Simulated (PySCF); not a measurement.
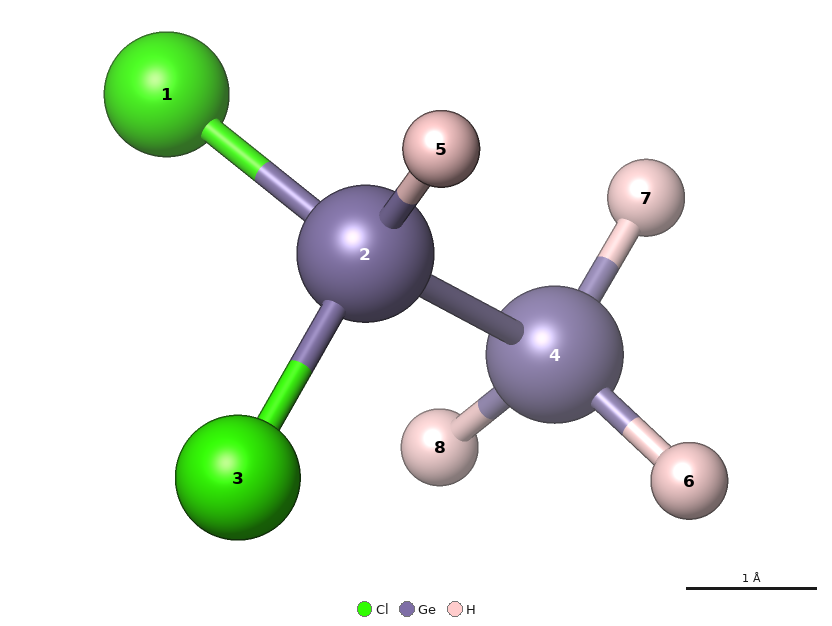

Orthographic view. Atoms fade into the background with distance from the viewer. Computed geometry: PBE0-D3(BJ)/def2-SVP optimisation. No frequency run is at hand to confirm it as a minimum.

Give the geometry as a Z-matrix, atoms in numerical order, with these reference atoms: 2 to 1; 3 to 2, 1; 4 to 2, 1, 3; 5 to 2, 1, 3; 6 to 4, 2, 5; 7 to 4, 6, 2; 8 to 4, 6, 7.

```
Cl 
Ge   1   2.163
Cl   2   2.164   1   107.4
Ge   2   2.419   1   107.4   3   116.0
H    2   1.537   1   107.0   3  -114.2
H    4   1.537   2   109.3   5    62.5
H    4   1.537   6   110.3   2   120.0
H    4   1.535   6   110.6   7   122.5
```
